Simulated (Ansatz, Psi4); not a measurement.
**A ladder of methods for C2H5AlO (SMILES [CH3][Al]1[CH2][O]1)**

C2H5AlO: 9 atoms, total charge 0, spin state singlet. SMILES: `[CH3][Al]1[CH2][O]1`. Geometry: relaxed at PBE0-D4/def2-TZVP.

```xyz
9

C    -0.6709    1.3202   -1.0815
Al    0.0513   -0.0767    0.0442
C     0.6787   -1.2802    1.3493
O     0.7893   -1.6095   -0.0979
H     0.0397    1.5750   -1.8721
H    -0.9002    2.2260   -0.5175
H    -1.5912    0.9768   -1.5621
H     0.0385   -1.9805    1.8877
H     1.6532   -1.1974    1.8328
```

Quantity: the energy change with the C1–H6 bond stretched from 1.091 to 1.637 Å, in eV. The values are calculated.

```json
{"level": "SVWN5/6-31G* (spherical functions) (restricted)", "kind": "LDA", "program": "Psi4", "value (eV)": "1.93", "CPU time (all runs)": "47 s"}
{"level": "BLYP/6-31G* (spherical functions) (restricted)", "kind": "GGA", "program": "Ansatz", "value (eV)": "1.87", "CPU time (all runs)": "9.8 s"}
{"level": "r2SCAN/6-31G* (spherical functions) (restricted)", "kind": "meta-GGA", "program": "Ansatz", "value (eV)": "2.02", "CPU time (all runs)": "22 s"}
{"level": "PBE0/6-31G* (spherical functions) (restricted)", "kind": "global hybrid", "program": "Ansatz", "value (eV)": "2.08", "CPU time (all runs)": "12 s"}
{"level": "r2SCAN0/6-31G* (spherical functions) (restricted)", "kind": "hybrid meta-GGA", "program": "Ansatz", "value (eV)": "2.14", "CPU time (all runs)": "27 s"}
{"level": "CAM-B3LYP/6-31G* (spherical functions) (restricted)", "kind": "range-separated hybrid", "program": "Ansatz", "value (eV)": "2.10", "CPU time (all runs)": "14 s"}
{"level": "wB97M-V/6-31G* (spherical functions) (restricted)", "kind": "range-separated hybrid", "program": "Ansatz", "value (eV)": "2.09", "CPU time (all runs)": "2.3 min"}
{"level": "PBE-QIDH/6-31G* (spherical functions) (restricted)", "kind": "double hybrid", "program": "Ansatz", "value (eV)": "2.19", "CPU time (all runs)": "17 s"}
{"level": "RPA@PBE0/6-31G* (spherical functions) (restricted)", "kind": "RPA", "program": "Ansatz", "value (eV)": "2.00", "CPU time (all runs)": "21 s"}
{"level": "BCCD(T)/6-31G* (spherical functions) (restricted)", "kind": "coupled cluster or CI", "program": "Ansatz", "value (eV)": "1.94", "CPU time (all runs)": "25 s"}
```

The first shape isn't each level's own minimum. The values span 1.87 to 2.19 eV. CPU times are rough (shared hosts, several kinds of processor and program).

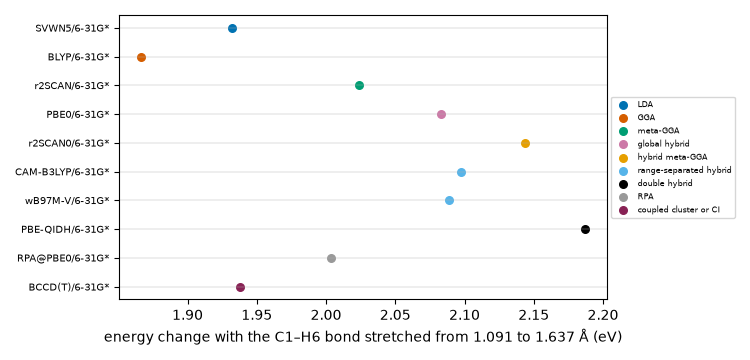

The values of the table, level by level.
